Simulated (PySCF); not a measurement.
# AsF5, SMILES `F[As](F)(F)(F)F`: electronic structure

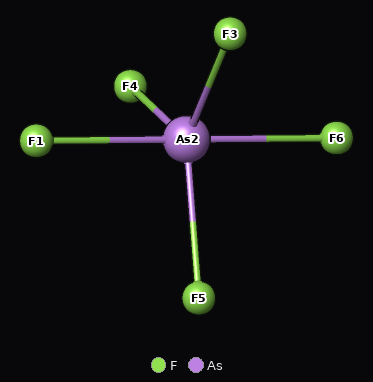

The molecule, with its atoms numbered as below. No frequency check shows the geometry to be a minimum.

Cartesian coordinates (Å):

```
F1      -1.7165    0.0002    0.0009
As2      0.0000   -0.0000   -0.0000
F3       0.0010    0.8632    1.4885
F4      -0.0010    0.8573   -1.4919
F5      -0.0000   -1.7209    0.0034
F6       1.7165    0.0002   -0.0009
```

Part 1: Bonding charge

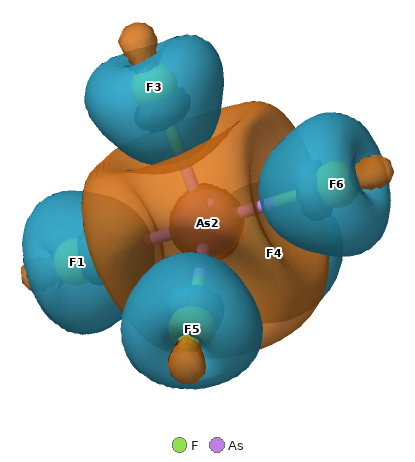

Deformation density (molecule less spherical, spin-averaged free atoms at the same positions), surfaces at ±0.04 e/Å³; light blue: gain, orange: loss.

PySCF calculation, ωB97X/def2-TZVP, gas phase; geometry: GFN2-xTB.

> Describe the bonding that the map shows.

As2–F6 and F1–As2: +0.07 e/Å³ at the bond critical point (bond length 1.72 Å, Mayer order 1.0); up to 0.6 Å beside the axis the gain reaches +0.23 e/Å³. As2–F4, As2–F3 and As2–F5: +0.06 e/Å³ at the bond critical point (bond length 1.72 Å, Mayer order 1.0); up to 0.6 Å beside the axis the gain reaches +0.22 e/Å³. In all, 1.5 electrons gather in the regions of gain relative to the promolecule. A small or negative value marks a very polar bond, one between electron-rich atoms, whose free-atom densities already overlap strongly, a long bond to a heavier atom, or a closed-shell contact such as a hydrogen bond.

> Where do the Hirshfeld charges lie?

The highest Hirshfeld charge is on As2 (+0.80 e), the lowest on F1 and F6 (−0.18 e).

| atom | charge (e) |
| --- | --- |
| F1 | −0.18 |
| As2 | +0.80 |
| F3 | −0.15 |
| F4 | −0.15 |
| F5 | −0.15 |
| F6 | −0.18 |

Part 2: Local ionisation energy

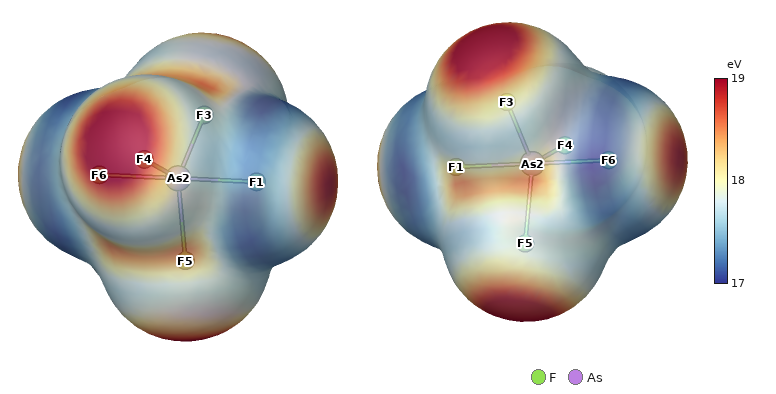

Average local ionisation energy on the surface of electron density 0.001 a.u. (back view left, front view right).

> Locate the minima of the map.

The lowest value is 17.1 eV, 1.7 Å from F1, and at like points elsewhere. For comparison, the highest occupied orbital lies at −15.0 eV.

> What volume does the surface enclose, and what is the dipole moment?

About 89 Å³; the dipole moment is 0.0 D.

Part 3: In an electric field

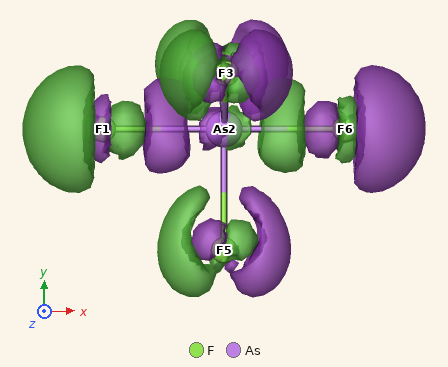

Change of the electron density in a uniform field of 0.21 V/Å, surfaces at ±0.0015 e/Å³ (purple: gain, green: loss).

PySCF calculation, ωB97X/def2-TZVP, gas phase; geometry: GFN2-xTB. A basis without diffuse functions makes polarisabilities too small.

The field was applied in both directions; the picture shows the one opposite to the script's first.

> Along which Cartesian direction does the field point?

Along −x: electrons gather on the +x side, against the field.

> What dipole is induced, and what polarisability does it imply?

The induced dipole is 0.30 D (along the field); α along this axis, from the fields in both directions, is 29 bohr³ (4.3 Å³).

The PySCF runs shown took 23 s and 52 s on 1 thread of Intel(R) Xeon(R) Platinum 8259CL CPU @ 2.50GHz (Skylake/Cascade Lake), with other jobs on the host.
